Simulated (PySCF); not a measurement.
System: C₃H₁₀ClNSi, SMILES CCN(C)[SiH2]Cl.

Vertical TDDFT excitations, PBE0/def2-SVPD, PySCF 2.14.0, at a GFN2-xTB geometry (no frequency check), gas phase.

**Where does it absorb, and how strongly?**

The lowest singlet lies at 5.97 eV (208 nm, f = 0.001); the brightest of the first 6 is S2 at 6.31 eV (196 nm), f = 0.079, mainly HOMO → LUMO+1 (94 %). No singlet lies below 3.1 eV (beyond 400 nm), so at this level no vertical transition falls in the visible.


```
state  E (eV)  λ (nm)      f        main character
   S1    5.97     208  0.001    HOMO → LUMO (92 %)
   S2    6.31     196  0.079  HOMO → LUMO+1 (94 %)
   S3    6.53     190  0.009  HOMO → LUMO+2 (92 %)
   S4    6.96     178  0.019  HOMO → LUMO+4 (46 %)
   S5    7.02     177  0.040  HOMO → LUMO+3 (65 %)
   S6    7.23     172  0.019  HOMO → LUMO+5 (67 %)
```

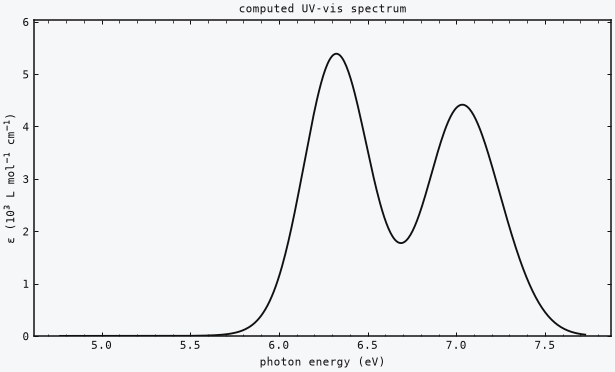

Only the first 6 singlet excitations are included; each is broadened by a Gaussian of 1/e half-width 0.25 eV.

Known limits of this run: states above the negative HOMO energy depend on the basis; the tight-binding geometry is rougher than a DFT one and adds to the error; one conformer of a flexible molecule; core orbitals are frozen in the response.
